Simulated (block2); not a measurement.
# DMRG/ANO-RCC-MB run of Si2H6 (disilane)

What is the vertical singlet–triplet gap of Si2H6 (disilane) at DMRG/ANO-RCC-MB? 

The calculation is run with block2 0.5.4.

1 further run of the same task is left out (it didn't finish). Runs told in other sessions of the task aren't counted.

## (1) Starting point

Si2H6: 8 atoms, total charge 0, spin state singlet. As SMILES, `[SiH3][SiH3]`. Geometry: relaxed at PBE0-D4/def2-TZVP.

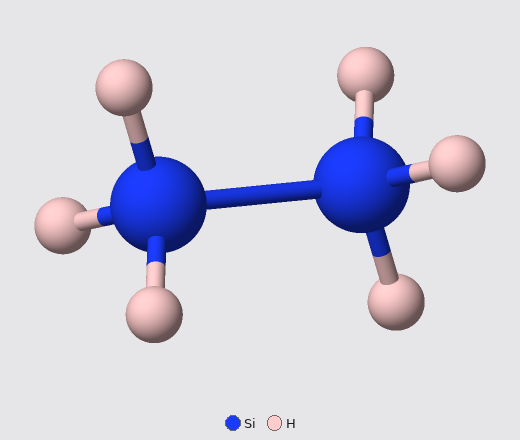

The structure, seen from a chosen angle (silicon blue, hydrogen pink).

## (2) A single-point energy at DMRG/ANO-RCC-MB

Contents of job.py:

```python
import numpy as np
from pyscf import cc, dft, gto, lo, mp, scf
from pyblock2._pyscf.ao2mo import integrals as itg
from pyblock2.driver.core import DMRGDriver, SymmetryTypes
from scipy.stats import linregress

geom = """
Si
Si 1 2.338474
H 1 1.487642 2 110.27517
H 1 1.487603 3 108.6533 2 -120.97328
H 1 1.487604 4 108.65663 3 118.054
H 2 1.487563 1 110.27548 4 179.84798
H 2 1.487654 6 108.65434 1 120.97376
H 2 1.48759 6 108.6583 7 118.05217
"""
mol = gto.M(
    atom=geom,
    basis="ano-rcc-mb",
    verbose=3,
)
print("nao                            = %d" % (mol.nao))
mf = scf.RHF(mol)
mf.conv_tol = 1e-10
mf.max_cycle = 200
mf.kernel()
if not mf.converged:
    mf = mf.newton().run(mf.mo_coeff, mf.mo_occ)
print(f"reference energy               = {mf.e_tot:.10f}")
# single-reference ladder for comparison
ref = mf
pt = mp.MP2(ref, frozen=10).run()
mycc = cc.CCSD(ref, frozen=10)
mycc.max_cycle = 150
mycc.kernel()
print("MP2 total energy               = %.10f" % (pt.e_tot))
if mycc.converged:
    print(f"E(CCSD)                        = {mycc.e_tot:.10f}")
    print("CCSD(T) total energy           = %.10f" % (mycc.e_tot + mycc.ccsd_t()))
    print("T1                             = %.4f" % (mycc.get_t1_diagnostic()))
# a few density functionals on the same geometry and basis
ks = dft.RKS(mol, xc="camb3lyp").set(conv_tol=1e-9, verbose=3).run()
if ks.converged:
    print(f"E(CAM-B3LYP)                   = {ks.e_tot:.8f}")
ks = dft.RKS(mol, xc="tpssh").set(conv_tol=1e-9, verbose=3).run()
if ks.converged:
    print(f"E(TPSSh)                       = {ks.e_tot:.8f}")
ks = dft.RKS(mol, xc="blyp").set(conv_tol=1e-9, verbose=3).run()
if ks.converged:
    print(f"E(BLYP)                        = {ks.e_tot:.8f}")
ks = dft.RKS(mol, xc="b3lyp").set(conv_tol=1e-9, verbose=3).run()
if ks.converged:
    print(f"E(B3LYP)                       = {ks.e_tot:.8f}")
# localise doubly occupied and virtual orbitals apart
mo = mf.mo_coeff.copy()
for a, b in ((10, 17), (17, 24)):
    if b - a > 1:
        mo[:, a:b] = lo.Boys(mol, mo[:, a:b]).kernel()
mf.mo_coeff = mo
ncas, n_elec, spin, ecore, h1e, g2e, orb_sym = itg.get_rhf_integrals(mf, ncore=10, ncas=14, pg_symm=False, g2e_symm=1)
drv = DMRGDriver(scratch="./tmp", symm_type=SymmetryTypes.SU2, stack_mem=1500 << 20, n_threads=1)
# order the orbitals along the chain
idx = drv.orbital_reordering(h1e, g2e, method="fiedler")
print("orbital order:", idx.tolist())
h1e = h1e[np.ix_(idx, idx)]
g2e = g2e[np.ix_(idx, idx, idx, idx)]
orb_sym = np.array(orb_sym)[idx]
drv.initialize_system(n_sites=ncas, n_elec=n_elec, spin=spin, orb_sym=orb_sym)
mpo = drv.get_qc_mpo(h1e=h1e, g2e=g2e, ecore=ecore, iprint=0)
occs = np.array([1.7] * 7 + [0.3] * 7)[idx]
mps = drv.get_random_mps(tag="GS", bond_dim=25, nroots=1, occs=occs)
bond_dims = [25] * 2 + [50] * 3 + [75] * 2 + [100] * 2
noises = [0.001] * 2 + [0.0001] * 3 + [0.0001] * 2 + [1e-05] * 2 + [0]
thrds = [1e-08] * 9
e = drv.dmrg(mpo, mps, n_sweeps=15, tol=1e-06, bond_dims=bond_dims, noises=noises, thrds=thrds, iprint=1)
ms, dws, es = drv.get_dmrg_results()
print("discarded weight               = %.3e" % (dws[-1]))
print("E(final)                       = %.10f" % (e))
csf, coef = drv.get_csf_coefficients(mps, cutoff=0.05, iprint=1)
print("c0^2                           = %.4f" % (np.max(np.abs(coef)) ** 2))
# reverse schedule: lower the bond dimension without noise and extrapolate in the discarded weight
mps = drv.adjust_mps(mps, dot=2)[0]
back = [90, 75, 60, 45]
drv.dmrg(mpo, mps, n_sweeps=4 * len(back), tol=0, bond_dims=[m for m in back for _ in range(4)], noises=[0] * (4 * len(back)), thrds=[1e-9] * (4 * len(back)), iprint=1)
ms, dws, es = drv.get_dmrg_results()
ms, dws, es = ms[3::4], dws[3::4], np.array(es)[3::4, 0]
fit = linregress(dws, es)
print("M values                       =", np.round(ms, 1).tolist())
print("discarded weights              =", np.round(dws, 12).tolist())
print("E(M)                           =", np.round(es, 9).tolist())
print("E(DW -> 0)                     = %.8f" % (fit.intercept))
print("extrapolation error            = %.3e" % (abs(fit.intercept - es.min()) / 5))
```

Started as:

```bash
$ python job.py
```

What it wrote:

```text
nao                            = 24
converged SCF energy = -580.923296006312
[... 4 lines left out ...]
MP2 total energy               = -580.9940640775
[... 4 lines left out ...]
converged SCF energy = -582.190975115112
[... 3 lines left out ...]
converged SCF energy = -582.172879751715
[... 38 lines left out ...]
discarded weight               = 2.156e-06
[... 4 lines left out ...]
Sum of weights of included CSF =    0.974794204773975
[... 44 lines left out ...]
Sweep =   11 | Direction =  forward | Bond dimension =   60 | Noise =  0.00e+00 | Dav threshold =  1.00e-09
Time elapsed =     22.544 | E =    -581.0309739356 | DE = 1.85e-08 | DW = 6.12897e-06

Sweep =   12 | Direction = backward | Bond dimension =   45 | Noise =  0.00e+00 | Dav threshold =  1.00e-09
Time elapsed =     23.558 | E =    -581.0309715971 | DE = 2.34e-06 | DW = 2.63521e-05

Sweep =   13 | Direction =  forward | Bond dimension =   45 | Noise =  0.00e+00 | Dav threshold =  1.00e-09
Time elapsed =     24.387 | E =    -581.0308523799 | DE = 1.19e-04 | DW = 2.30023e-05

Sweep =   14 | Direction = backward | Bond dimension =   45 | Noise =  0.00e+00 | Dav threshold =  1.00e-09
Time elapsed =     25.196 | E =    -581.0308529645 | DE = -5.85e-07 | DW = 2.01130e-05

Sweep =   15 | Direction =  forward | Bond dimension =   45 | Noise =  0.00e+00 | Dav threshold =  1.00e-09
Time elapsed =     26.037 | E =    -581.0308546959 | DE = -1.73e-06 | DW = 2.00101e-05

M values                       = [90, 75, 60, 45]
discarded weights              = [2.86508e-06, 4.198008e-06, 6.128971e-06, 2.0010054e-05]
E(M)                           = [-581.031046514, -581.031020368, -581.030973936, -581.030854696]
E(DW -> 0)                     = -581.03106126
extrapolation error            = 2.949e-06
```

Run time: 68 s. Hardware: 1 thread of Arm Neoverse V1, shared host; peak memory 0.34 GiB.

## (3) The triplet: a single-point energy at DMRG/ANO-RCC-MB

Contents of dmrg.py:

```python
import numpy as np
from pyscf import cc, dft, gto, mcscf, mp, scf
from pyblock2._pyscf.ao2mo import integrals as itg
from pyblock2.driver.core import DMRGDriver, SymmetryTypes

mol = gto.M(atom="""
Si    -0.340500     0.490200    -1.004900
Si     0.363500    -0.504400     0.991000
H      0.833900     0.948200    -1.794900
H     -1.112900    -0.483900    -1.821900
H     -1.208000     1.664100    -0.717900
H      1.139000     0.468600     1.806300
H      1.228100    -1.680500     0.704000
H     -0.811000    -0.959200     1.782600
""", basis="ano-rcc-mb", spin=2, verbose=3, max_memory=2000)
print("basis functions = %d" % (mol.nao))
mf = scf.ROHF(mol)
mf.conv_tol = 1e-10
mf.max_cycle = 200
mf.kernel()
if not mf.converged:
    mf = mf.newton().run(mf.mo_coeff, mf.mo_occ)
print(f"E(SCF) = {mf.e_tot:.10f}")
# single-reference ladder for comparison
ref = scf.UHF(mol).run(mf.make_rdm1(), conv_tol=1e-10)
pt = mp.MP2(ref, frozen=10).run()
mycc = cc.CCSD(ref, frozen=10)
mycc.max_cycle = 150
mycc.kernel()
print("MP2 total energy = %.10f" % (pt.e_tot))
if mycc.converged:
    print("E(CCSD) = %.10f" % (mycc.e_tot))
    print(f"E(CCSD(T)) = {mycc.e_tot + mycc.ccsd_t():.10f}")
# a few density functionals on the same geometry and basis
ks = dft.UKS(mol, xc="camb3lyp").set(conv_tol=1e-9, verbose=3).run(mf.make_rdm1())
if ks.converged:
    print("E(CAM-B3LYP) = %.8f" % (ks.e_tot))
ks = dft.UKS(mol, xc="tpssh").set(conv_tol=1e-9, verbose=3).run(mf.make_rdm1())
if ks.converged:
    print(f"E(TPSSh) = {ks.e_tot:.8f}")
ks = dft.UKS(mol, xc="blyp").set(conv_tol=1e-9, verbose=3).run(mf.make_rdm1())
if ks.converged:
    print("E(BLYP) = %.8f" % (ks.e_tot))
ks = dft.UKS(mol, xc="b3lyp").set(conv_tol=1e-9, verbose=3).run(mf.make_rdm1())
if ks.converged:
    print("E(B3LYP) = %.8f" % (ks.e_tot))
# rotate to MP2 natural orbitals
occ_no, mo = mcscf.addons.make_natural_orbitals(mp.MP2(mf.to_uhf(), frozen=10).run())
mf.mo_coeff = mo
ncas, n_elec, spin, ecore, h1e, g2e, orb_sym = itg.get_rhf_integrals(mf, ncore=10, ncas=14, pg_symm=False, g2e_symm=8)
dmrg = DMRGDriver(scratch="./tmp", symm_type=SymmetryTypes.SU2, stack_mem=1500 << 20, n_threads=1)
dmrg.initialize_system(n_sites=ncas, n_elec=n_elec, spin=spin, orb_sym=orb_sym)
mpo = dmrg.get_qc_mpo(h1e=h1e, g2e=g2e, ecore=ecore, iprint=0)
occs = np.array([1.8] * 6 + [1.0] * 2 + [0.2] * 6)
psi = dmrg.get_random_mps(tag="GS", bond_dim=50, nroots=1, occs=occs)
bond_dims = [50] * 2 + [100] * 2 + [200] * 2
noises = [0.0001] * 2 + [0.0001] * 2 + [1e-05] * 2 + [0]
thrds = [1e-08] * 6
e = dmrg.dmrg(mpo, psi, n_sweeps=12, tol=1e-06, bond_dims=bond_dims, noises=noises, thrds=thrds, iprint=2)
ms, dws, es = dmrg.get_dmrg_results()
print("max discarded weight = %.3e" % (dws[-1]))
print(f"E(final) = {e:.10f}")
dm1 = dmrg.get_1pdm(psi)
print("occupation numbers =", np.round(np.linalg.eigvalsh(dm1)[::-1], 5).tolist())
c_act = mf.mo_coeff[:, 10:24]
dm_ao = c_act @ dm1 @ c_act.T + 2 * mf.mo_coeff[:, :10] @ mf.mo_coeff[:, :10].T
print("dipole / D =", np.round(scf.hf.dip_moment(mol, dm_ao, verbose=0), 4).tolist())
print(f"max block entropy = {max(dmrg.get_bipartite_entanglement(psi)):.4f}")
```

Started as:

```bash
$ python dmrg.py
```

What it wrote:

```text
basis functions = 24
converged SCF energy = -580.634533004271
E(SCF) = -580.6345330043
converged SCF energy = -580.635741080954  <S^2> = 2.0079089  2S+1 = 3.005268
E(UMP2) = -580.700175913352  E_corr = -0.0644348323981906
E(SCS-UMP2) = -580.711027860164  E_corr = -0.0752867792099855
E(UCCSD) = -580.7364227065734  E_corr = -0.1006816256193145
MP2 total energy = -580.7001759134
E(CCSD) = -580.7364227066
UCCSD(T) correction = -0.000986593640355538
E(CCSD(T)) = -580.7374093002

WARN: HOMO -0.135927897126967 >= LUMO -0.23366690263614

WARN: HOMO -0.123412828090851 >= LUMO -0.223845694603308

WARN: HOMO -0.125781251240055 >= LUMO -0.226193851034914

WARN: HOMO -0.125077727401778 >= LUMO -0.225828971049981

WARN: HOMO -0.125103223879402 >= LUMO -0.225839827388572

WARN: HOMO -0.125118374156141 >= LUMO -0.225843448091288

WARN: HOMO -0.125118601804716 >= LUMO -0.225843452180513

[... 17 lines left out ...]
WARN: HOMO -0.0638707509900513 >= LUMO -0.283770898383968
[... 71 lines left out ...]
 --> Site =    9-  10 .. Mmps =   50 Ndav =   6 E =   -580.6827154576 Error = 1.29e-08 FLOPS = 1.88e+09 Tdav = 0.00 T = 0.03
[... 56 lines left out ...]
 <-- Site =   12-  13 .. Mmps =    3 Ndav =   1 E =   -580.7305496049 Error = 0.00e+00 FLOPS = 5.13e+08 Tdav = 0.00 T = 0.00
[... 47 lines left out ...]
 <-- Site =    8-   9 .. Mmps =  200 Ndav =   2 E =   -580.7336640569 Error = 1.45e-10 FLOPS = 3.78e+09 Tdav = 0.13 T = 0.40
[... 47 lines left out ...]
 <-- Site =    4-   5 .. Mmps =  200 Ndav =   3 E =   -580.7368339201 Error = 1.15e-08 FLOPS = 3.99e+09 Tdav = 0.28 T = 0.70
[... 42 lines left out ...]
 <-- Site =    5-   6 .. Mmps =  200 Ndav =   5 E =   -580.7368958498 Error = 2.03e-05 FLOPS = 4.30e+09 Tdav = 1.61 T = 2.24
 <-- Site =    4-   5 .. Mmps =  200 Ndav =   3 E =   -580.7368525184 Error = 2.36e-08 FLOPS = 3.99e+09 Tdav = 0.28 T = 0.70
 <-- Site =    3-   4 .. Mmps =  194 Ndav =   1 E =   -580.7368524623 Error = 3.17e-19 FLOPS = 3.39e+09 Tdav = 0.04 T = 0.31
 <-- Site =    2-   3 .. Mmps =  128 Ndav =   1 E =   -580.7368524623 Error = 2.25e-19 FLOPS = 2.22e+09 Tdav = 0.01 T = 0.19
 <-- Site =    1-   2 .. Mmps =   83 Ndav =   1 E =   -580.7368524623 Error = 7.02e-20 FLOPS = 1.42e+09 Tdav = 0.00 T = 0.08
 <-- Site =    0-   1 .. Mmps =   46 Ndav =   1 E =   -580.7368524623 Error = 2.67e-20 FLOPS = 5.82e+08 Tdav = 0.00 T = 0.02
[... 8 lines left out ...]
max discarded weight = 1.717e-04
E(final) = -580.7372026007
occupation numbers = [1.98328, 1.98013, 1.96628, 1.96627, 1.96151, 1.9615, 1.01101, 0.99316, 0.03415, 0.03415, 0.03084, 0.0304, 0.02366, 0.02366]
dipole / D = [-0.0, 0.0, 0.0001]
max block entropy = 0.6201
```

Run time: 1.8 min. Hardware: 1 thread of Arm Neoverse V1, shared host; peak memory 0.57 GiB.

## (4) What came out

Level: DMRG/ANO-RCC-MB, 10 core orbitals frozen.

```
                                                        quantity          value
                            run 1, DMRG/ANO-RCC-MB: total energy  -581.03106 Eh
          run 1, DMRG/ANO-RCC-MB: T1 diagnostic of the CCSD step          0.003
                                           triplet: total energy  -580.73720 Eh
triplet: dipole moment (of the density that the program reports)         0.00 D
                vertical energy of the triplet above the singlet       7.996 eV
```

What this shows: At this shape the triplet lies 8.00 eV (184 kcal/mol) above the singlet. In a minimal basis such a difference can be off by several eV, whatever the method. The basis (run 1, DMRG/ANO-RCC-MB) was made for a relativistic Hamiltonian, but the run is non-relativistic. The basis (triplet) was made for a relativistic Hamiltonian, but the run is non-relativistic.
